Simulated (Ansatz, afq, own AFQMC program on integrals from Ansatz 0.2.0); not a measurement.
# HBr (singlet): quantum Monte Carlo beside coupled cluster at distance Br1–H2 = 1.715 Å, cc-pVDZ

Aim: compute HBr (singlet) with auxiliary-field quantum Monte Carlo on the same integrals as coupled cluster, and set the energies side by side.

Method: cc-pVDZ, frozen cores; program: Ansatz 0.2.0, Gaussian basis, and an in-house AFQMC program (afq) on its integrals; all values are calculated.

To be run: Full CI; PBE (unrestricted); r2SCAN (unrestricted); PBE0 (unrestricted); B3LYP (unrestricted); CCSD(T) on RHF; wB97M-V (unrestricted); B2PLYP (unrestricted); Full CI; CCSDT(Q) on RHF; CCSDTQ on RHF; Phaseless AFQMC, CISD trial on RHF; Free-projection AFQMC, CID trial on RHF; Phaseless AFQMC, CID trial on RHF; UHF.

1 further run of the same task is left out (it didn't finish).

### Step 1. The geometry

The geometry derives from a PBE0/def2-TZVP stationary point (not a proven minimum). One bond is set to the value named and the two fragments are kept rigid. No spin-orbit coupling is included. The filled d shell of Br may be among the frozen orbitals whatever the setting's name suggests; the logs give the count.

2 atoms, charge 0, spin multiplicity 1.

Atoms are counted from 1 here; the program's logs count them from 0.

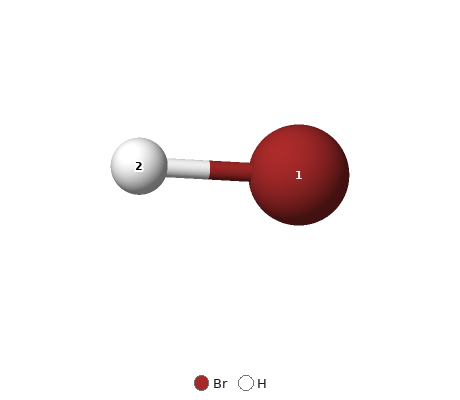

The geometry (bromine red, hydrogen white); atoms are numbered from 1 in the order of the file.

Coordinates:

```xyz
2

Br    0.00000    0.00000    0.00000
H     0.00000    0.00000    1.71500
```

### Step 2. Full CI

The input, in.yaml:

```yaml
crystal:
  periodic: [false, false, false]
  atoms:
    - {symbol: Br, position_ang: [0.000000, 0.000000, 0.000000]}
    - {symbol: H, position_ang: [0.000000, 0.000000, 1.715000]}
basis:
  gaussian: {orbitals: cc-pVDZ}
correlation: {method: fci, electrons: outside_noble_gas}
```

On the command line:

```sh
$ ansatz run in.yaml --threads 1 --pin off --events-out ev --progress --plain --max-ram 24576MiB --backend cuda --devices 0, --max-vram 18GiB
```

The program printed:

```text
Functional definition: HF
  name "HF"
  cite "Fock, Z. Phys. 61, 126 (1930) doi:10.1007/BF01340294"
  parent pbe
  exchange = exact_x
  correlation = 0
579 factors; integrals over basis functions are off by at most 1.7e-7 eV
mean field evaluation 1: about -70012.6878 eV, gradient 1.0e1 eV
mean field evaluation 2: about -70012.6891 eV, gradient 1.0e1 eV
mean field evaluation 4: about -70013.2418 eV, gradient 9.5e-1 eV
mean field evaluation 8: about -70013.2487 eV, gradient 4.9e-4 eV
mean field -70013.24868947 eV, -2572.9394326535 hartree, gradient 3.6e-6 eV, S^2 0.000000; 0 other end points of the search recorded, 0 dependent functions left out
14 core orbitals not correlated: weight in the atoms' cores, before any rotation towards them, 1.000 or more for the frozen orbitals, at most 0.000 for the correlated occupied ones
reference -70013.24868947 eV, -2572.9394326535 hartree; 4, 4 occupied and 14, 14 virtual orbitals, 579 factors
state -70017.30708975 eV, -2573.0885761131 hartree
Total energy: -70017.30708975 eV, -2573.0885761131 hartree
```

It took 12 s on 1 × NVIDIA H100 80GB HBM3 with 1 thread of AMD EPYC 7R13 (Zen 3), shared host; peak host memory 1.6 GiB.

From the report: 2,342,800 determinants, symmetry A1.

### Step 3. PBE (unrestricted)

Changes to in.yaml since step 2:

```diff
@@ -7,2 +7,4 @@
   gaussian: {orbitals: cc-pVDZ}
-correlation: {method: fci, electrons: outside_noble_gas}
+magnetization: {spin_polarized: true, initial_magnetization: 0}
+hamiltonian: {xc: {name: PBE}}
+output: {orbitals: {seedname: orbitals}}
```

On the command line:

```sh
$ ansatz run in.yaml --threads 1 --pin off --events-out ev --progress --plain --max-ram 8192MiB --backend cpu
```

The program printed:

```text
Functional definition: PBE
  name "PBE"
  cite "Perdew, Burke & Ernzerhof, Phys. Rev. Lett. 77, 3865 (1996) doi:10.1103/PhysRevLett.77.3865"
  parent pbe
  parameter kappa = 0.804
  parameter beta = 0.06672455060314922
  exchange = pbe_x(kappa = kappa, mu = beta*pi^2/3)
  correlation = pbe_c(beta = beta)
363 factors; integrals over basis functions are off by at most 8.3e-4 eV
mean field evaluation 1: about -70050.5895 eV, gradient 4.1e0 eV
mean field evaluation 2: about -70050.4812 eV, gradient 5.7e0 eV
mean field evaluation 4: about -70050.7068 eV, gradient 3.5e-1 eV
mean field evaluation 8: about -70050.7068 eV, gradient 3.2e-4 eV
mean field -70050.70682191 eV, -2574.3159936309 hartree, gradient 7.3e-5 eV, S^2 0.000000; 0 other end points of the search recorded, 0 dependent functions left out
reference -70050.70683928 eV, -2574.3159942692 hartree; 18, 18 occupied and 14, 14 virtual orbitals, 363 factors
Total energy: -70050.70683928 eV, -2574.3159942692 hartree
```

It took 0.51 s on 1 thread of AMD EPYC 7R13 (Zen 3), shared host; peak memory 1.6 GiB.

From the report: ⟨S²⟩ of the determinant 0.000 (pure singlet: 0.00).

### Step 4. r2SCAN (unrestricted)

Changes to in.yaml since step 3:

```diff
@@ -8,3 +8,2 @@
 magnetization: {spin_polarized: true, initial_magnetization: 0}
-hamiltonian: {xc: {name: PBE}}
-output: {orbitals: {seedname: orbitals}}
+hamiltonian: {xc: {name: r2SCAN}}
```

The command is unchanged.

The program printed:

```text
Functional definition: r2SCAN
  name "r2SCAN"
  cite "Furness, Kaplan, Ning, Perdew & Sun, J. Phys. Chem. Lett. 11, 8208 (2020) doi:10.1021/acs.jpclett.0c02405"
  cite "Furness, Kaplan, Ning, Perdew & Sun, J. Phys. Chem. Lett. 11, 9248 (2020) doi:10.1021/acs.jpclett.0c03077"
  parent r2scan
  parameter k0 = 0.174
  parameter k1 = 0.065
  parameter a1 = 4.9479
  exchange = r2scan_x(k0 = k0, k1 = k1, a1 = a1)
  correlation = r2scan_c
363 factors; integrals over basis functions are off by at most 8.3e-4 eV
mean field evaluation 1: about -70060.6593 eV, gradient 4.4e0 eV
mean field evaluation 2: about -70060.5470 eV, gradient 6.0e0 eV
mean field evaluation 4: about -70060.7982 eV, gradient 2.3e-1 eV
mean field evaluation 8: about -70060.7967 eV, gradient 1.7e-3 eV
mean field -70060.79666821 eV, -2574.6867886430 hartree, gradient 1.4e-5 eV, S^2 0.000000; 0 other end points of the search recorded, 0 dependent functions left out
reference -70060.79667382 eV, -2574.6867888492 hartree; 18, 18 occupied and 14, 14 virtual orbitals, 363 factors
Total energy: -70060.79667382 eV, -2574.6867888492 hartree
```

It took 1 s on 1 thread of AMD EPYC 7R13 (Zen 3), shared host; peak memory 1.6 GiB.

From the report: ⟨S²⟩ of the determinant 0.000 (pure singlet: 0.00).

### Step 5. PBE0 (unrestricted)

Changes to in.yaml since step 4:

```diff
@@ -8,2 +8,3 @@
 magnetization: {spin_polarized: true, initial_magnetization: 0}
-hamiltonian: {xc: {name: r2SCAN}}
+hamiltonian: {xc: {name: PBE0}}
+output: {orbitals: {seedname: orbitals}}
```

Same command.

The program printed:

```text
Functional definition: PBE0
  name "PBE0"
  cite "Adamo & Barone, J. Chem. Phys. 110, 6158 (1999) doi:10.1063/1.478522"
  cite "Perdew, Burke & Ernzerhof, Phys. Rev. Lett. 77, 3865 (1996) doi:10.1103/PhysRevLett.77.3865"
  parent pbe
  parameter a = 0.25
  parameter kappa = 0.804
  parameter beta = 0.06672455060314922
  exchange = (1 - a)*pbe_x(kappa = kappa, mu = beta*pi^2/3) + a*exact_x
  correlation = pbe_c(beta = beta)
363 factors; integrals over basis functions are off by at most 8.3e-4 eV
mean field evaluation 1: about -70052.8517 eV, gradient 5.3e0 eV
mean field evaluation 2: about -70052.8202 eV, gradient 6.2e0 eV
mean field evaluation 4: about -70053.0835 eV, gradient 2.9e-1 eV
mean field evaluation 8: about -70053.0907 eV, gradient 5.6e-4 eV
mean field -70053.09067370 eV, -2574.4035985681 hartree, gradient 4.6e-6 eV, S^2 0.000000; 0 other end points of the search recorded, 0 dependent functions left out
reference -70053.09068675 eV, -2574.4035990476 hartree; 18, 18 occupied and 14, 14 virtual orbitals, 363 factors
Total energy: -70053.09068675 eV, -2574.4035990476 hartree
```

Run time: 0.63 s. Hardware: 1 thread of AMD EPYC 7R13 (Zen 3), shared host; peak memory 1.6 GiB.

From the report: ⟨S²⟩ of the determinant 0.000 (pure singlet: 0.00).

### Step 6. B3LYP (unrestricted)

Changes to in.yaml since step 5:

```diff
@@ -8,3 +8,2 @@
 magnetization: {spin_polarized: true, initial_magnetization: 0}
-hamiltonian: {xc: {name: PBE0}}
-output: {orbitals: {seedname: orbitals}}
+hamiltonian: {xc: {name: B3LYP}}
```

The command is unchanged.

The program printed:

```text
Functional definition: B3LYP
  name "B3LYP"
  cite "Stephens, Devlin, Chabalowski & Frisch, J. Phys. Chem. 98, 11623 (1994) doi:10.1021/j100096a001"
  cite "Becke, Phys. Rev. A 38, 3098 (1988) doi:10.1103/PhysRevA.38.3098"
  cite "Lee, Yang & Parr, Phys. Rev. B 37, 785 (1988) doi:10.1103/PhysRevB.37.785"
  cite "Vosko, Wilk & Nusair, Can. J. Phys. 58, 1200 (1980) doi:10.1139/p80-159"
  parameter a0 = 0.2
  parameter ax = 0.72
  parameter ac = 0.81
  exchange = (1 - a0 - ax)*slater_x + ax*b88_x + a0*exact_x
  correlation = (1 - ac)*vwn_rpa_c + ac*lyp_c
363 factors; integrals over basis functions are off by at most 8.3e-4 eV
mean field evaluation 1: about -70061.8928 eV, gradient 5.0e0 eV
mean field evaluation 2: about -70061.8132 eV, gradient 6.5e0 eV
mean field evaluation 4: about -70062.0983 eV, gradient 3.5e-1 eV
mean field evaluation 8: about -70062.1044 eV, gradient 9.3e-3 eV
mean field -70062.10442843 eV, -2574.7348479446 hartree, gradient 2.7e-5 eV, S^2 0.000000; 0 other end points of the search recorded, 0 dependent functions left out
reference -70062.10456459 eV, -2574.7348529487 hartree; 18, 18 occupied and 14, 14 virtual orbitals, 363 factors
Total energy: -70062.10456459 eV, -2574.7348529487 hartree
```

Wall time 0.64 s (1 thread of AMD EPYC 7R13 (Zen 3), shared host); peak memory 1.6 GiB.

From the report: ⟨S²⟩ of the determinant 0.000 (pure singlet: 0.00).

### Step 7. CCSD(T) on RHF

Changes to in.yaml since step 6:

```diff
@@ -7,3 +7,3 @@
   gaussian: {orbitals: cc-pVDZ}
-magnetization: {spin_polarized: true, initial_magnetization: 0}
-hamiltonian: {xc: {name: B3LYP}}
+magnetization: {spin_polarized: false}
+correlation: {method: ccsd_t, electrons: outside_noble_gas, hamiltonian_folder: ham}
```

On the command line:

```sh
$ ansatz run in.yaml --threads 1 --pin off --events-out ev --progress --plain --max-ram 24576MiB --backend cuda --devices 0, --max-vram 18GiB
```

The program printed:

```text
Functional definition: HF
  name "HF"
  cite "Fock, Z. Phys. 61, 126 (1930) doi:10.1007/BF01340294"
  parent pbe
  exchange = exact_x
  correlation = 0
363 factors; integrals over basis functions are off by at most 8.3e-4 eV
mean field evaluation 1: about -70012.6901 eV, gradient 1.0e1 eV
mean field evaluation 2: about -70012.6902 eV, gradient 1.0e1 eV
mean field evaluation 4: about -70013.2418 eV, gradient 9.5e-1 eV
mean field evaluation 8: about -70013.2487 eV, gradient 4.4e-4 eV
mean field evaluation 16: about -70013.2487 eV, gradient 1.8e-6 eV
mean field -70013.24868143 eV, -2572.9394323582 hartree, gradient 1.8e-6 eV, S^2 0.000000; 0 other end points of the search recorded, 0 dependent functions left out
14 core orbitals not correlated: weight in the atoms' cores, before any rotation towards them, 1.000 or more for the frozen orbitals, at most 0.000 for the correlated occupied ones
reference -70013.24868143 eV, -2572.9394323582 hartree; 4, 4 occupied and 14, 14 virtual orbitals, 363 factors
second order -3.49546225 eV of doubles, -0.00000000 eV of singles
cycle   1  -3.83973067 eV  change   -3.4e-1 eV  update   4.4e-2
cycle   2  -3.96461508 eV  change   -1.2e-1 eV  update   1.8e-2
cycle   3  -3.97357832 eV  change   -9.0e-3 eV  update   4.1e-3
cycle   4  -3.97400445 eV  change   -4.3e-4 eV  update   1.0e-3
cycle   5  -3.97380892 eV  change    2.0e-4 eV  update   3.0e-4
cycle   6  -3.97378459 eV  change    2.4e-5 eV  update   8.4e-5
cycle   7  -3.97379670 eV  change   -1.2e-5 eV  update   1.9e-5
cycle   8  -3.97379438 eV  change    2.3e-6 eV  update   3.2e-6
perturbative correction -0.06798226 eV, -0.0024983020 hartree
Total energy: -70017.29045808 eV, -2573.0879649103 hartree
```

Wall time 3.1 s (1 × NVIDIA H100 80GB HBM3 with 1 thread of AMD EPYC 7R13 (Zen 3), shared host); peak host memory 1.6 GiB.

From the report: correlation -4.0418 eV; T1 0.008; largest double amplitude 0.13.

This run also writes the integrals to the folder ham.

### Step 8. wB97M-V (unrestricted)

The input, in.yaml:

```yaml
crystal:
  periodic: [false, false, false]
  atoms:
    - {symbol: Br, position_ang: [0.000000, 0.000000, 0.000000]}
    - {symbol: H, position_ang: [0.000000, 0.000000, 1.715000]}
basis:
  gaussian: {orbitals: cc-pVDZ}
magnetization: {spin_polarized: true, initial_magnetization: 0}
hamiltonian: {xc: {name: wB97M-V}}
output: {orbitals: {seedname: orbitals}}
```

On the command line:

```sh
$ ansatz run in.yaml --threads 1 --pin off --events-out ev --progress --plain --max-ram 8192MiB --backend cpu
```

The program printed:

```text
Functional definition: wB97M-V
  name "wB97M-V"
  cite "Mardirossian & Head-Gordon, J. Chem. Phys. 144, 214110 (2016) doi:10.1063/1.4952647"
  cite "Becke, J. Chem. Phys. 107, 8554 (1997) doi:10.1063/1.475007"
  cite "Vydrov & Van Voorhis, J. Chem. Phys. 133, 244103 (2010) doi:10.1063/1.3521275"
  # Of w^i u^j: cxij and so on, Table III.
  parameter omega = 0.3/bohr
  parameter cx = 0.15
  parameter cx01 = 1.007
  parameter cx10 = 0.259
  parameter css00 = 0.443
  parameter css04 = -1.437
  parameter css10 = -4.535
  parameter css20 = -3.390
  parameter css43 = 4.278
  parameter cos00 = 1.000
  parameter cos10 = 1.358
  parameter cos20 = 2.924
  parameter cos21 = -8.812
  parameter cos60 = -1.390
  parameter cos61 = 9.142
  parameter b = 6.0
  parameter c = 0.01
  gx(w, u) = 1 - cx + cx01*u + cx10*w
  gss(w, u) = css00 + css04*u^4 + css10*w + css20*w^2 + css43*w^4*u^3
  gos(w, u) = cos00 + cos10*w + (cos20 + cos21*u)*w^2 + (cos60 + cos61*u)*w^6
  exchange = spin_sum(e_x_unif_sr(omega)*gx(b97_w, b97_u_x)) + cx*exact_x_sr(omega) + exact_x_lr(omega)
  correlation = spin_sum(e_c_pw_mod_same_spin*gss(b97_w, b97_u_same))
      + integral(e_c_pw_mod_opposite_spin*gos(b97_w_opposite, b97_u_opposite)) + vv10(b, c)
363 factors; integrals over basis functions are off by at most 8.3e-4 eV
71 factors; integrals over basis functions are off by at most 9.3e-6 eV
mean field evaluation 1: about -70056.6593 eV, gradient 7.0e0 eV
mean field evaluation 2: about -70057.0044 eV, gradient 4.7e0 eV
mean field evaluation 4: about -70057.1310 eV, gradient 3.5e-1 eV
mean field evaluation 8: about -70057.1363 eV, gradient 1.8e-2 eV
mean field -70057.13626170 eV, -2574.5522711850 hartree, gradient 3.1e-5 eV, S^2 0.000000; 0 other end points of the search recorded, 0 dependent functions left out
reference -70057.13628374 eV, -2574.5522719949 hartree; 18, 18 occupied and 14, 14 virtual orbitals, 363 factors
Total energy: -70057.13628374 eV, -2574.5522719949 hartree
```

It took 2.2 s on 1 thread of AMD EPYC 7R13 (Zen 3), shared host; peak memory 1.6 GiB.

From the report: ⟨S²⟩ of the determinant 0.000 (pure singlet: 0.00).

### Step 9. B2PLYP (unrestricted)

Changes to in.yaml since step 8:

```diff
@@ -8,3 +8,3 @@
 magnetization: {spin_polarized: true, initial_magnetization: 0}
-hamiltonian: {xc: {name: wB97M-V}}
-output: {orbitals: {seedname: orbitals}}
+hamiltonian: {xc: {name: B2PLYP}}
+correlation: {electrons: outside_noble_gas}
```

Same command.

The program printed:

```text
Functional definition: B2PLYP
  name "B2PLYP"
  cite "Grimme, J. Chem. Phys. 124, 034108 (2006) doi:10.1063/1.2148954"
  cite "Becke, Phys. Rev. A 38, 3098 (1988) doi:10.1103/PhysRevA.38.3098"
  cite "Lee, Yang & Parr, Phys. Rev. B 37, 785 (1988) doi:10.1103/PhysRevB.37.785"
  parameter a = 0.53
  parameter c = 0.27
  exchange = (1 - a)*b88_x + a*exact_x
  correlation = (1 - c)*lyp_c + c*(mp2_os + mp2_ss)
363 factors; integrals over basis functions are off by at most 8.3e-4 eV
mean field evaluation 1: about -70047.8574 eV, gradient 6.2e0 eV
mean field evaluation 2: about -70047.8573 eV, gradient 6.2e0 eV
mean field evaluation 4: about -70048.2187 eV, gradient 2.7e-1 eV
mean field evaluation 8: about -70048.2196 eV, gradient 2.7e-3 eV
mean field -70048.21959080 eV, -2574.2245895735 hartree, gradient 4.6e-7 eV, S^2 0.000000; 0 other end points of the search recorded, 0 dependent functions left out
14 core orbitals not correlated: weight in the atoms' cores, before any rotation towards them, 1.000 or more for the frozen orbitals, at most 0.000 for the correlated occupied ones
reference -70048.21967725 eV, -2574.2245927504 hartree; 4, 4 occupied and 14, 14 virtual orbitals, 363 factors
second order -4.30558377 eV of doubles, -0.00000000 eV of singles
Total energy: -70049.38218487 eV, -2574.2673141174 hartree
```

It took 0.66 s on 1 thread of AMD EPYC 7R13 (Zen 3), shared host; peak memory 1.6 GiB.

From the report: ⟨S²⟩ of the determinant 0.000 (pure singlet: 0.00).

### Step 10. Full CI

The input, in.yaml:

```yaml
hamiltonian:
  integrals:
    folder: ../ham
correlation: {method: fci}
```

On the command line:

```sh
$ ansatz run in.yaml --threads 1 --pin off --events-out ev --progress --plain --max-ram 24576MiB --backend cuda --devices 0, --max-vram 18GiB
```

The program printed:

```text
Functional definition: HF
  name "HF"
  cite "Fock, Z. Phys. 61, 126 (1930) doi:10.1007/BF01340294"
  parent pbe
  exchange = exact_x
  correlation = 0
reference -70013.24868143 eV, -2572.9394323582 hartree; 4, 4 occupied and 14, 14 virtual orbitals, 363 factors
state -70017.30707679 eV, -2573.0885756366 hartree
Total energy: -70017.30707679 eV, -2573.0885756366 hartree
```

It took 7.5 s on 1 × NVIDIA H100 80GB HBM3 with 1 thread of AMD EPYC 7R13 (Zen 3), shared host; peak host memory 1.6 GiB.

From the report: 2,342,800 determinants.

### Step 11. CCSDT(Q) on RHF

The input, in.yaml:

```yaml
crystal:
  periodic: [false, false, false]
  atoms:
    - {symbol: Br, position_ang: [0.000000, 0.000000, 0.000000]}
    - {symbol: H, position_ang: [0.000000, 0.000000, 1.715000]}
basis:
  gaussian: {orbitals: cc-pVDZ}
magnetization: {spin_polarized: false}
correlation: {method: ccsdt_q, electrons: outside_noble_gas}
```

The command is unchanged.

The program printed:

```text
Functional definition: HF
  name "HF"
  cite "Fock, Z. Phys. 61, 126 (1930) doi:10.1007/BF01340294"
  parent pbe
  exchange = exact_x
  correlation = 0
579 factors; integrals over basis functions are off by at most 1.7e-7 eV
mean field evaluation 1: about -70012.6878 eV, gradient 1.0e1 eV
mean field evaluation 2: about -70012.6891 eV, gradient 1.0e1 eV
mean field evaluation 4: about -70013.2418 eV, gradient 9.5e-1 eV
mean field evaluation 8: about -70013.2487 eV, gradient 4.9e-4 eV
mean field evaluation 16: about -70013.2487 eV, gradient 3.6e-6 eV
mean field -70013.24868947 eV, -2572.9394326535 hartree, gradient 3.6e-6 eV, S^2 0.000000; 0 other end points of the search recorded, 0 dependent functions left out
14 core orbitals not correlated: weight in the atoms' cores, before any rotation towards them, 1.000 or more for the frozen orbitals, at most 0.000 for the correlated occupied ones
reference -70013.24868947 eV, -2572.9394326535 hartree; 4, 4 occupied and 14, 14 virtual orbitals, 579 factors
second order -3.49547029 eV of doubles, -0.00000000 eV of singles
cycle   1  -3.83973336 eV  change   -3.4e-1 eV  update   4.9e-2
cycle   2  -4.03496836 eV  change   -2.0e-1 eV  update   2.2e-2
cycle   3  -4.05023127 eV  change   -1.5e-2 eV  update   6.9e-3
cycle   4  -4.04969144 eV  change    5.4e-4 eV  update   2.2e-3
cycle   5  -4.05013158 eV  change   -4.4e-4 eV  update   7.2e-4
cycle   6  -4.05011235 eV  change    1.9e-5 eV  update   2.4e-4
cycle   7  -4.05008439 eV  change    2.8e-5 eV  update   5.8e-5
cycle   8  -4.05010597 eV  change   -2.2e-5 eV  update   1.4e-5
cycle   9  -4.05010592 eV  change    5.5e-8 eV  update   3.6e-6
cycle  10  -4.05010503 eV  change    8.9e-7 eV  update   1.1e-6
cycle  11  -4.05010562 eV  change   -5.9e-7 eV  update   3.3e-7
perturbative correction -0.00753512 eV, -0.0002769106 hartree
Total energy: -70017.30633021 eV, -2573.0885482005 hartree
```

It took 7.5 s on 1 × NVIDIA H100 80GB HBM3 with 1 thread of AMD EPYC 7R13 (Zen 3), shared host; peak host memory 1.6 GiB.

From the report: correlation -4.0576 eV; T1 0.008; largest double amplitude 0.14.

### Step 12. CCSDTQ on RHF

Changes to in.yaml since step 11:

```diff
@@ -8,2 +8,2 @@
 magnetization: {spin_polarized: false}
-correlation: {method: ccsdt_q, electrons: outside_noble_gas}
+correlation: {method: ccsdtq, electrons: outside_noble_gas}
```

Same command.

The program printed:

```text
Functional definition: HF
  name "HF"
  cite "Fock, Z. Phys. 61, 126 (1930) doi:10.1007/BF01340294"
  parent pbe
  exchange = exact_x
  correlation = 0
579 factors; integrals over basis functions are off by at most 1.7e-7 eV
mean field evaluation 1: about -70012.6878 eV, gradient 1.0e1 eV
mean field evaluation 2: about -70012.6891 eV, gradient 1.0e1 eV
mean field evaluation 4: about -70013.2418 eV, gradient 9.5e-1 eV
mean field evaluation 8: about -70013.2487 eV, gradient 4.9e-4 eV
mean field evaluation 16: about -70013.2487 eV, gradient 3.6e-6 eV
mean field -70013.24868947 eV, -2572.9394326535 hartree, gradient 3.6e-6 eV, S^2 0.000000; 0 other end points of the search recorded, 0 dependent functions left out
14 core orbitals not correlated: weight in the atoms' cores, before any rotation towards them, 1.000 or more for the frozen orbitals, at most 0.000 for the correlated occupied ones
reference -70013.24868947 eV, -2572.9394326535 hartree; 4, 4 occupied and 14, 14 virtual orbitals, 579 factors
second order -3.49547029 eV of doubles, -0.00000000 eV of singles
cycle   1  -3.83973457 eV  change   -3.4e-1 eV  update   4.9e-2
cycle   2  -4.04763218 eV  change   -2.1e-1 eV  update   2.2e-2
cycle   3  -4.05673682 eV  change   -9.1e-3 eV  update   7.2e-3
cycle   4  -4.05696502 eV  change   -2.3e-4 eV  update   2.5e-3
cycle   5  -4.05824598 eV  change   -1.3e-3 eV  update   7.9e-4
cycle   6  -4.05820185 eV  change    4.4e-5 eV  update   2.8e-4
cycle   7  -4.05805215 eV  change    1.5e-4 eV  update   7.9e-5
cycle   8  -4.05809429 eV  change   -4.2e-5 eV  update   4.2e-5
cycle   9  -4.05810705 eV  change   -1.3e-5 eV  update   1.1e-5
cycle  10  -4.05810231 eV  change    4.7e-6 eV  update   3.4e-6
cycle  11  -4.05810378 eV  change   -1.5e-6 eV  update   7.3e-7
cycle  12  -4.05810383 eV  change   -5.5e-8 eV  update   2.8e-7
Total energy: -70017.30679330 eV, -2573.0885652186 hartree
```

Wall time 7 s (1 × NVIDIA H100 80GB HBM3 with 1 thread of AMD EPYC 7R13 (Zen 3), shared host); peak host memory 1.6 GiB.

From the report: correlation -4.0581 eV; T1 0.008; largest double amplitude 0.14.

(Part 1 of 2 ends here.)
